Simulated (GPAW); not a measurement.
## PbO (P4/nmm): refractive index against wavelength

The refractive index of PbO (P4/nmm) along x below the direct gap (2.12 eV on the mesh) is read from one computed spectrum, n = √(Re ε). x, y and z are the Cartesian axes of the input cell.

The structure is tetragonal, space group P4/nmm (No. 129). Conventional cell: a = 3.990 Å, b = 3.990 Å, c = 5.010 Å, α = 90.00°, β = 90.00°, γ = 90.00°. Pb on site c has 4 O at 2.33 Å as nearest neighbours. O on site a has 4 Pb at 2.33 Å as nearest neighbours.

Method: GPAW 26.7.0, PBE, RPA, k-mesh 8×8×6, local fields up to 50 eV, Lorentzian half width 0.15 eV.

Launch of the response step: `OMP_NUM_THREADS=1 python df.py`. The run took 3.8 min, its band step included, on 1 thread of Arm Neoverse V1, on a shared host.

```tsv
wavelength (nm)	photon energy E (eV)	n
3000	0.413	2.5610
2000	0.620	2.5724
1550	0.800	2.5866
1310	0.946	2.6012
1064	1.165	2.6290
850	1.459	?
```

In the single-oscillator model n² − 1 = E₀E_d/(E₀² − E²), so 1/(n² − 1) = E₀/E_d − E²/(E₀E_d) is linear in E².

Working, on the rows shown:

| x = E² (eV²) | y = 1/(n² − 1) |
| --- | --- |
| 0.170801 | 0.179897 |
| 0.384302 | 0.178023 |
| 0.639837 | 0.175731 |
| 0.895757 | 0.173423 |
| 1.35784 | 0.169158 |

Means: x̄ = 0.68971, ȳ = 0.17525. Σ(x − x̄)(y − ȳ) = -0.007729, Σ(x − x̄)² = 0.8539. Slope = -0.007729 / 0.8539 = -0.009052; intercept = ȳ − slope · x̄ = 0.18149. Turned back into n, the line misses the rows shown by at most 0.00028.

Question: What does the fit predict for the withheld row, and how well does it do?

Answer: At x = 2.1276 the line gives y = 0.16223, that is 2.6766. The run gave 2.6802, so the extrapolation is off by 0.0036, 3 % of the range in the table.

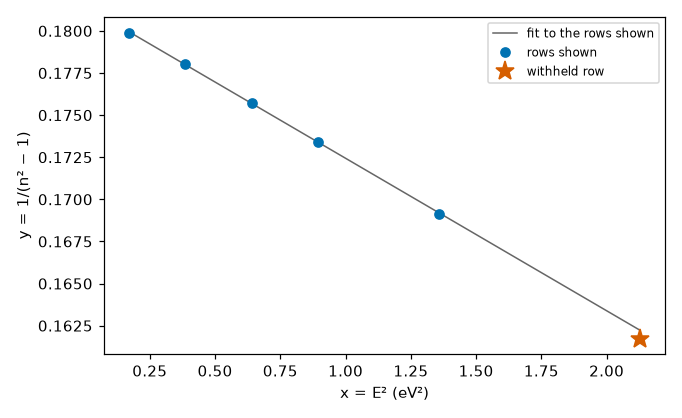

Refitted with all rows, the slope is -0.009289 and the intercept 0.18163. These give E₀ = √(intercept/−slope) = 4.42 eV and E_d = E₀/intercept = 24.3 eV; E₀ is 2.1 times the direct gap. The electronic limit at long wavelengths, without lattice vibrations, is n = √(1 + 1/intercept) = 2.551. The cell comes from an older database entry, whose edges can be off by a per cent or so. Excitons are left out. The values come from a sum over the points of one k-mesh and carry its error, which grows as the direct gap shrinks. This version of GPAW has incomplete matrix elements in the optical limit, which can lower ε − 1 by up to a tenth where first-row anions or d states rule. Spin-orbit coupling is left out.

[Logs are printed without paths, hosts, clocks, repeated set-up lines and the standing remarks that a program may print on its own settings, such as how far it seeks lower states.]
